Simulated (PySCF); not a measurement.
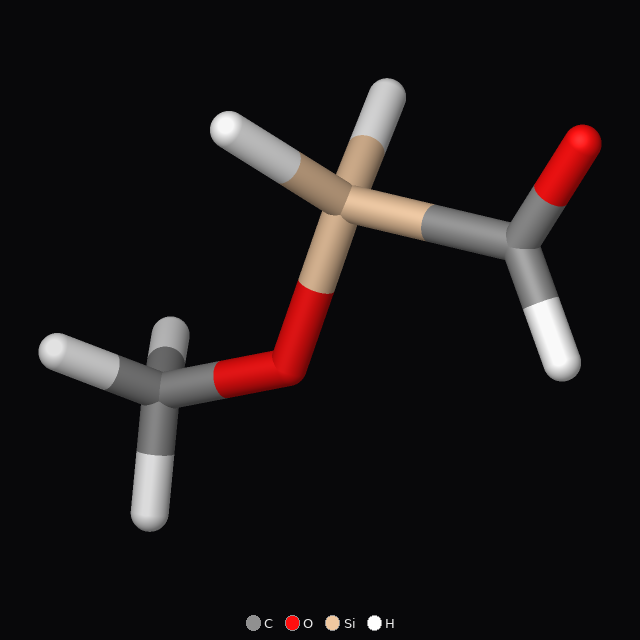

The geometry was computed by an optimisation with PBE0-D3(BJ)/def2-SVP. No frequency run is at hand to confirm it as a minimum. Level of theory: PBE0/6-311+G(2d,p), gas phase (PySCF 2.14.0).

Computed properties:

The species is C2H6O2Si (`CO[SiH2]C=O`).
- dipole moment: 3.07 D
- HOMO energy (Kohn–Sham orbital): −7.17 eV
- LUMO energy (Kohn–Sham orbital): −1.74 eV
- HOMO–LUMO gap: 5.43 eV
